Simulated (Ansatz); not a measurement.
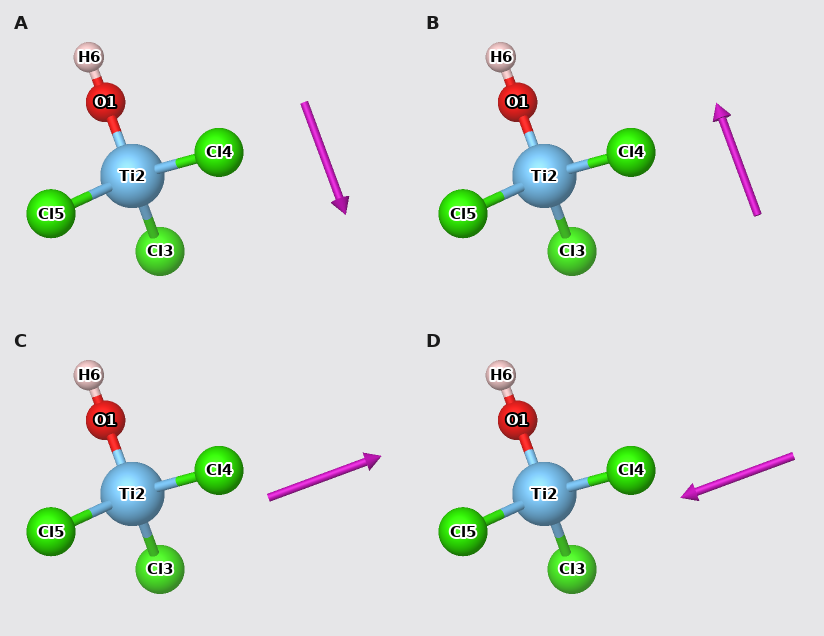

The same molecule four times, each with an arrow. The species is neutral and a spin singlet. The computed structure is the end point of a PBE0-D4/def2-TZVP optimisation. Properties computed with RKS PBE0-D4/def2-TZVP (Ansatz 0.2.0).

### Which arrow points along the dipole moment, from the negative to the positive end?

B. The dipole moment is 2.60 D; it points from the side of Cl3 to the side of H6 (the outermost atoms at the two ends).
